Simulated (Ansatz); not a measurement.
# A computed series for WSi2: pressure series

The reference is WSi2 (space group I4/mmm, No. 139; a = 3.229 Å, c = 7.867 Å).

Cell and atoms are relaxed at each pressure.

Calculations: Ansatz (a program for electronic structure) PBE, no SOC.

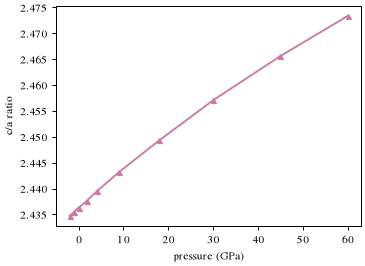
*c/a ratio against pressure*

Question: From the plot, what is the c/a ratio for pressure 1.8 GPa?

Answer: About 2.438.

Question: Is the trend monotonic over the range shown?

Answer: Yes, it rises throughout, spanning 2.435 to 2.473.

Load acts through the strain it causes; cell and atoms are relaxed under it. Whether these cells are dynamically stable was not tested. No other phases were tried under pressure. The final runs are not spin-polarised.
